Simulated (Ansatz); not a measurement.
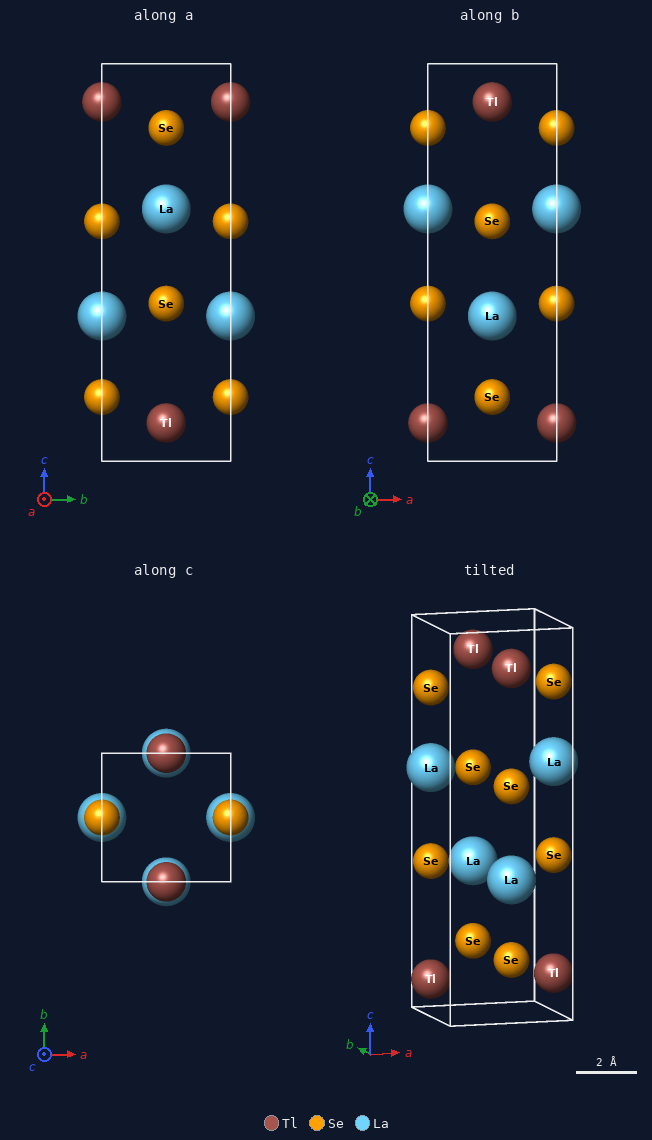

Spheres-only representation of a periodic structure, projected along the a axis, along the b axis, along the c axis and slightly off an axis. The frame is the conventional unit cell; atoms at its boundary are shown with their periodic copies.

Lattice parameters: a = 4.3412 Å, b = 4.3412 Å, c = 13.4037 Å, α = 90.000°, β = 90.000°, γ = 90.000°.

Question: Convert the drawing into a CIF in P1 with every atom of the cell, with free fractional coordinates to two decimals.

Answer:
```cif
data_structure
_symmetry_space_group_name_H-M 'P 1'
_symmetry_Int_Tables_number 1
_cell_length_a 4.3412
_cell_length_b 4.3412
_cell_length_c 13.4037
_cell_angle_alpha 90.000
_cell_angle_beta 90.000
_cell_angle_gamma 90.000
_cell_volume 252.61
loop_
_atom_site_label
_atom_site_type_symbol
_atom_site_fract_x
_atom_site_fract_y
_atom_site_fract_z
_atom_site_occupancy
Tl1 Tl 0.50 0.00 0.90 1
Se1 Se 0.50 0.00 0.16 1
Tl2 Tl 0.00 0.50 0.10 1
Se2 Se 0.00 0.50 0.40 1
La1 La 0.50 0.00 0.37 1
Se3 Se 0.50 0.00 0.60 1
La2 La 0.00 0.50 0.63 1
Se4 Se 0.00 0.50 0.84 1
```

The model was built from a structure type filled with these elements by a generator (whether the compound takes this form wasn't checked). The geometry is the end of a relaxation with DFT, r2SCAN+rVV10, plane waves, PAW in Ansatz.
